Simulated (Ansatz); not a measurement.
# AlF3: single points with varied inputs, part 2 of 2

Ansatz 0.2.0, Gaussian basis; the settings change from run to run.

### 11 BHLYP/cc-pVDZ

This run has unrestricted orbitals, coordinates scaled by 1.25, a grid of angular degree 23, D3(BJ) dispersion.

Input file in.yaml:

```yaml
crystal:
  periodic: [false, false, false]
  atoms:
    - {symbol: Al, position_ang: [-0.000025, -0.000010, -0.000011]}
    - {symbol: F, position_ang: [2.058530, -0.034413, 0.016502]}
    - {symbol: F, position_ang: [-0.999320, 1.800009, -0.021533]}
    - {symbol: F, position_ang: [-1.059186, -1.765586, 0.005029]}
basis:
  gaussian: {orbitals: cc-pVDZ, final_grid: {core_spheres: 8, valence_spheres: 7, degree: 23}}
magnetization: {spin_polarized: true, initial_magnetization: 0}
hamiltonian: {xc: {name: BHLYP}, dispersion: d3bj}
```

Run with:

```sh
ansatz run in.yaml --threads 2 --pin off --events-out ev --progress --plain --max-ram 4352MiB
```

What it wrote:

```text
Functional definition: BHLYP
  name "BHLYP"
  cite "Becke, J. Chem. Phys. 98, 1372 (1993) doi:10.1063/1.464304"
  cite "Becke, Phys. Rev. A 38, 3098 (1988) doi:10.1103/PhysRevA.38.3098"
  cite "Lee, Yang & Parr, Phys. Rev. B 37, 785 (1988) doi:10.1103/PhysRevB.37.785"
  parameter a = 0.5
  exchange = (1 - a)*b88_x + a*exact_x
  correlation = lyp_c
569 factors; integrals over basis functions are off by at most 6.8e-4 eV
mean field evaluation 1: about -14739.1632 eV, gradient 4.2e1 eV
mean field evaluation 2: about -14728.7573 eV, gradient 7.2e1 eV
mean field evaluation 4: about -14745.7958 eV, gradient 9.9e-1 eV
mean field evaluation 8: about -14745.9324 eV, gradient 7.4e-2 eV
mean field evaluation 16: about -14745.9325 eV, gradient 1.5e-5 eV
mean field -14745.93247936 eV, -541.9030234644 hartree, gradient 1.5e-5 eV, S^2 0.000000; 0 other end points of the search recorded, 0 dependent functions left out
reference -14745.93262834 eV, -541.9030289395 hartree; 20, 20 occupied and 40, 40 virtual orbitals, 569 factors
Total energy: -14745.98433773 eV, -541.9049292244 hartree
```

It took 0.75 s on 2 threads of AMD EPYC 7R43, shared host.

⟨S²⟩ 0.000.

### 12 r2SCAN0/6-31++G**

Options: charge +1, multiplicity 2, atoms shaken by 0.08 Å, relativity set to scalar.

Input file in.yaml:

```yaml
crystal:
  periodic: [false, false, false]
  atoms:
    - {symbol: Al, position_ang: [0.046510, 0.124018, 0.121124]}
    - {symbol: F, position_ang: [1.473480, -0.051636, -0.096301]}
    - {symbol: F, position_ang: [-0.811049, 1.370418, -0.096735]}
    - {symbol: F, position_ang: [-0.796536, -1.419519, -0.026160]}
basis:
  gaussian: {orbitals: "6-31++G**"}
total_charge: 1
magnetization: {spin_polarized: true, initial_magnetization: 1}
hamiltonian: {xc: {name: r2SCAN0}, pseudopotentials: {relativity: scalar}}
scf: {omitted_lower_state_checks: [starts]}
output: {forces: true}
```

Launched as before.

What it wrote:

```text
Functional definition: r2SCAN0
  name "r2SCAN0"
  cite "Bursch, Neugebauer, Ehlert & Grimme, J. Chem. Phys. 156, 134105 (2022) doi:10.1063/5.0086040"
  cite "Furness, Kaplan, Ning, Perdew & Sun, J. Phys. Chem. Lett. 11, 8208 (2020) doi:10.1021/acs.jpclett.0c02405"
  cite "Furness, Kaplan, Ning, Perdew & Sun, J. Phys. Chem. Lett. 11, 9248 (2020) doi:10.1021/acs.jpclett.0c03077"
  parent r2scan
  parameter a = 0.25
  parameter k0 = 0.174
  parameter k1 = 0.065
  parameter a1 = 4.9479
  exchange = (1 - a)*r2scan_x(k0 = k0, k1 = k1, a1 = a1) + a*exact_x
  correlation = r2scan_c
these checks for a lower state are left out or cut short: starts
710 factors; their error is unknown
mean field evaluation 1: about -14738.9429 eV, gradient 6.1e1 eV
mean field evaluation 2: about -14706.3137 eV, gradient 1.1e2 eV
mean field evaluation 4: about -14749.9900 eV, gradient 3.3e0 eV
mean field evaluation 8: about -14750.0478 eV, gradient 5.4e-2 eV
mean field evaluation 16: about -14750.1190 eV, gradient 2.7e-3 eV
mean field evaluation 32: about -14750.1190 eV, gradient 3.9e-5 eV
mean field -14750.11896865 eV, -542.0568741080 hartree, gradient 9.5e-6 eV, S^2 0.756281; 0 other end points of the search recorded, 0 dependent functions left out
the calculation of the forces begins
reference -14750.11899187 eV, -542.0568749613 hartree; 20, 19 occupied and 60, 61 virtual orbitals, 710 factors
Total energy: -14750.11899187 eV, -542.0568749613 hartree
Relativity: scalar
Atom 0 at     0.046510     0.124018     0.121124 Å, force    -5.825672    -0.642139     1.383607 eV/Å
Atom 1 at     1.473480    -0.051636    -0.096301 Å, force     9.167827    -1.699377    -1.087973 eV/Å
Atom 2 at    -0.811049     1.370418    -0.096735 Å, force    -2.864690     3.098072    -0.301604 eV/Å
Atom 3 at    -0.796536    -1.419519    -0.026160 Å, force    -0.477465    -0.756556     0.005970 eV/Å
Dipole moment:    -0.243908    -0.433426     0.330045 e Å
Checks for a lower state left out: starts
```

It took 9.5 s on 2 threads of AMD EPYC 7R43, shared host.

Largest force 9.387 eV/Å, ⟨S²⟩ 0.756.

### 13 revPBE0/def2-SVPD

Options: relativity set to none.

Input file in.yaml:

```yaml
crystal:
  periodic: [false, false, false]
  atoms:
    - {symbol: Al, position_ang: [-0.000020, -0.000008, -0.000009]}
    - {symbol: F, position_ang: [1.646824, -0.027530, 0.013202]}
    - {symbol: F, position_ang: [-0.799456, 1.440007, -0.017226]}
    - {symbol: F, position_ang: [-0.847348, -1.412469, 0.004023]}
basis:
  gaussian: {orbitals: def2-SVPD}
hamiltonian: {xc: {name: revPBE0}, pseudopotentials: {relativity: none}}
scf: {omitted_lower_state_checks: [starts]}
```

Same command.

What it wrote:

```text
Functional definition: revPBE0
  name "revPBE0"
  cite "Zhang & Yang, Phys. Rev. Lett. 80, 890 (1998) doi:10.1103/PhysRevLett.80.890"
  cite "Adamo & Barone, J. Chem. Phys. 110, 6158 (1999) doi:10.1063/1.478522"
  cite "Perdew, Burke & Ernzerhof, Phys. Rev. Lett. 77, 3865 (1996) doi:10.1103/PhysRevLett.77.3865"
  parameter a = 0.25
  parameter kappa = 1.245
  parameter beta = 0.06672455060314922
  exchange = (1 - a)*pbe_x(kappa = kappa, mu = beta*pi^2/3) + a*exact_x
  correlation = pbe_c(beta = beta)
these checks for a lower state are left out or cut short: starts
800 factors; their error is unknown
mean field evaluation 1: about -14734.5007 eV, gradient 5.9e1 eV
mean field evaluation 2: about -14725.8896 eV, gradient 9.7e1 eV
mean field evaluation 4: about -14739.9651 eV, gradient 1.8e-1 eV
mean field evaluation 8: about -14740.0773 eV, gradient 9.8e-3 eV
mean field -14740.07731803 eV, -541.6878502544 hartree, gradient 3.8e-6 eV, S^2 0.000000; 0 other end points of the search recorded, 0 dependent functions left out
reference -14740.07735781 eV, -541.6878517161 hartree; 20, 20 occupied and 73, 73 virtual orbitals, 800 factors
Total energy: -14740.07735781 eV, -541.6878517161 hartree
Checks for a lower state left out: starts
```

Wall time 1.1 s (2 threads of AMD EPYC 7R43, shared host).

### 14 The runs in one table

```
               level  charge  multiplicity              geometry  functions  energy (eV)    time
r2SCAN50/def2-mTZVPP       1             2                scaled         94   -14731.651    31 s
     B97M-V/def2-SVP       0             1                scaled         60   -14738.265   1.8 s
r2SCANh/x2c-TZVPPall       0             1               relaxed        135   -14772.242   1.4 s
  wB97X-V/def2-mTZVP       0             1               relaxed         79   -14753.200  0.95 s
  revPBE/def2-mTZVPP       0             1               relaxed         94   -14752.901  0.85 s
    PBE0/def2-mTZVPP       0             1                scaled         94   -14746.015  0.85 s
       RPA/def2-SVPD       0             1                shaken         93   -14722.474     3 s
    PBE-QIDH/cc-pVDZ       0             1  shaken, point charge         60   -14736.708  0.65 s
   HSE06/def2-mTZVPP      -1             2               relaxed         94   -14745.606   1.8 s
       BHLYP/cc-pVDZ       0             1                scaled         60   -14745.984  0.75 s
   r2SCAN0/6-31++G**       1             2                shaken         80   -14750.119   9.5 s
   revPBE0/def2-SVPD       0             1               relaxed         93   -14740.077   1.1 s
```

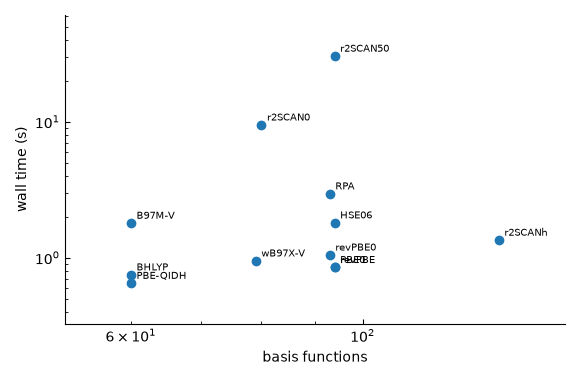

Wall time against the number of basis functions (shared host).

### 15 Outcome

What follows sums up all 2 parts.

| quantity | value |
| --- | --- |
| runs | 12 |
| quickest | PBE-QIDH/cc-pVDZ, 0.65 s |
| slowest | r2SCAN50/def2-mTZVPP, 31 s |
| spread of total energies, same state and geometry | 32.2 eV |
| dipole, same state and geometry | 0.00 to 0.00 D |

Run time spans a factor of 47, from PBE-QIDH/cc-pVDZ to r2SCAN50/def2-mTZVPP. The jobs differ in tasks and options as well as level. Total energies at one charge and spin differ by 32 eV between levels, so only differences within one level mean anything. Some of these runs are scalar-relativistic and others not, which shifts the totals of all-electron atoms past neon by eV; core potentials, where a basis has them, take the core out of the total altogether. At the PBE-D4/def2-TZVP geometry and in the same state, runs without warnings or point charges leave forces up to 0.42 eV/Å (revPBE/def2-mTZVPP), against 2.4 eV/Å where the atoms were moved.
